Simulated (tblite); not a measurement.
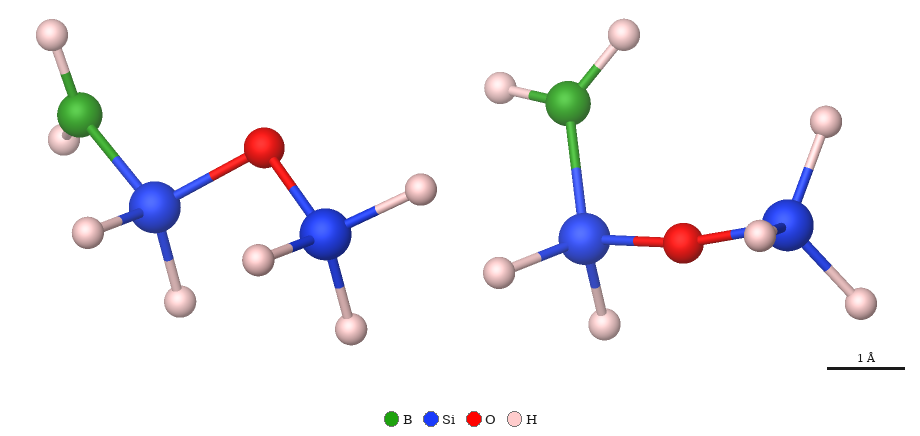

Two geometries of BSi2H7O, drawn at one scale. One is the start of a relaxation, the other its converged end. A ball-and-stick model, seen from a free direction.

Computed with tblite, GFN2-xTB geometry optimisation, gas phase. 

Q: Which geometry has the lower energy?

A: The right one is the relaxed one. An H atom moves most after the best rigid fit: 1.46 Å. Largest moves by element: H 1.46 Å, O 1.38 Å, Si 0.60 Å, B 0.43 Å. Some distances before and after: Si–Si 2.743 → 3.228 Å, O–Si 1.729 → 1.611 Å, O–Si 1.703 → 1.635 Å, H–Si 1.479 → 1.462 Å. Among the angles between lasting bonds that change: Si–O–Si 106.1° → 167.8°, O–Si–H 110.9° → 102.6°, B–Si–H 107.8° → 115.4°. Groups turn about B–Si by about 60°. Over 113 geometry steps the energy falls by 72.3 kJ/mol. The run took 0.87 s on 1 thread of Arm Neoverse N1 (shared host).
